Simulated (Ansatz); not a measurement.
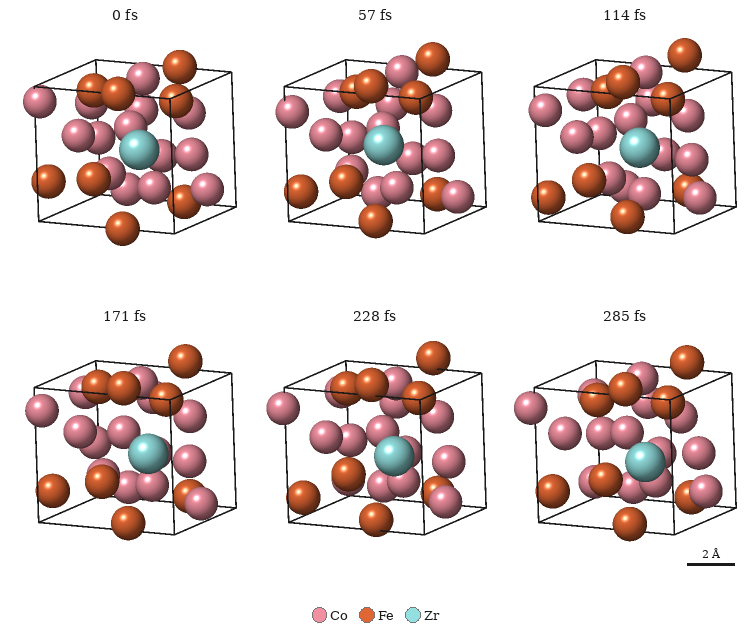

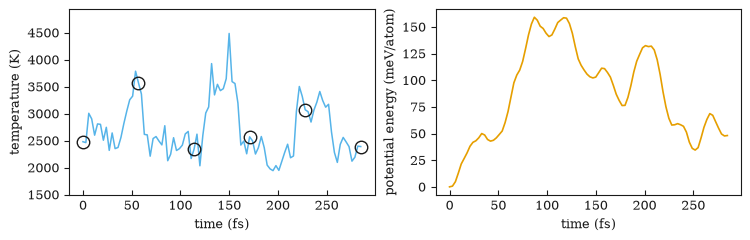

First-principles dynamics of an amorphous cell of composition ZrFe5Co14 (20 atoms in the cell), 285 fs long. Frames and the history of the run. A spheres-only model of the simulation cell, seen from a free direction.

Level of theory: Ansatz 0.2.0, DFT PBE, scalar-relativistic, plane waves, PAW. Settings: plane-wave cutoff 420 eV; k-point mesh 1 × 1 × 1; Fermi-Dirac smearing 0.225 eV; set temperature 2610 K; time step 3 fs.

Input
```yaml
crystal:
  lattice:
    - [6.044988, -0.058759, -0.221645]
    - [-0.058759, 6.48541, -0.024563]
    - [-0.221645, -0.024563, 6.070872]
  atoms:
    - { symbol: Co, position: [0.8245289355, 0.1279053769, 0.1526370044] }
    - { symbol: Co, position: [0.9665458625, 0.6599141448, 0.6655346498] }
    - { symbol: Co, position: [0.8349442568, 0.9228763346, 0.4617838535] }
    - { symbol: Co, position: [0.4104287727, 0.3284929136, 0.2308533046] }
    - { symbol: Co, position: [0.8211979591, 0.4553465217, 0.3727582087] }
    - { symbol: Co, position: [0.6219333799, 0.4815841166, 0.9832260191] }
    - { symbol: Co, position: [0.2918710093, 0.8202412231, 0.5955018422] }
    - { symbol: Co, position: [0.5269848316, 0.7118459882, 0.2778580534] }
    - { symbol: Co, position: [0.6565845202, 0.8826410212, 0.7618694544] }
    - { symbol: Co, position: [0.8580903783, 0.7357890001, 0.0935388185] }
    - { symbol: Co, position: [0.7617610737, 0.2149585955, 0.7258865811] }
    - { symbol: Co, position: [0.0492924626, 0.9844851872, 0.8810816748] }
    - { symbol: Co, position: [0.5000315273, 0.0840823633, 0.4813644176] }
    - { symbol: Co, position: [0.4997446877, 0.5287362226, 0.6417430555] }
    - { symbol: Fe, position: [0.1629451264, 0.9927636811, 0.2647279579] }
    - { symbol: Fe, position: [0.3932684471, 0.1369051848, 0.8939706323] }
    - { symbol: Fe, position: [0.2436819992, 0.6731219399, 0.9529485609] }
    - { symbol: Fe, position: [0.9934663965, 0.3785906065, 0.0044357278] }
    - { symbol: Fe, position: [0.1526295185, 0.6532295201, 0.3152161804] }
    - { symbol: Zr, position: [0.1449080154, 0.3060018654, 0.5662128464] }
  symmetry: { detect: false }
basis:
  ecutwfc: 420
  xc_grid: 1
kpoints:
  mp_grid: { grid: [1, 1, 1], shift: [0.25, 0.25, 0.25] }
hamiltonian:
  xc: pbe
scf:
  occupations: { method: fermi_dirac, width: 0.2249 }
  lower_state_search: "off"
  convergence: { dr2_threshold: 1.0e-05 }
output:
  forces: true
  stress: true
md:
  timestep: 3.0
  n_steps: 95
  ensemble: nvt_langevin
  friction: 0.03
  temperature: 2610.0
  initial_velocities: maxwell_boltzmann
  seed: 88870
```

Launched with:
```bash
ansatz run input.yaml --threads 2 --pin off --max-ram 5120MiB --backend cpu --events-out ev --progress --plain --runs-dir out
```

Q: What do the frames and curves show?

A: Root-mean-square distances from the starting positions over the second half, with the common drift of all atoms taken out: Co 0.50 Å, Fe 0.49 Å, Zr 0.44 Å. Against the typical shortest distance between atoms in the first frame, about 2.2 Å these are large excursions, but over 285 fs one can't yet tell strong vibration from the start of diffusion. Over the second half the temperature averages 2686 K (spread ±567 K). The potential energy is still drifting at the end, so the run hasn't reached equilibrium. The potential energy in the second half lies on average 82.3 meV per atom above the first frame. The mean pressure there is 6.3 GPa.

Limits of the set-up: the k-point mesh is coarse for a cell with partly filled bands; the periodic images lie only 6.0 Å apart, so the values are limited by the cell's size.
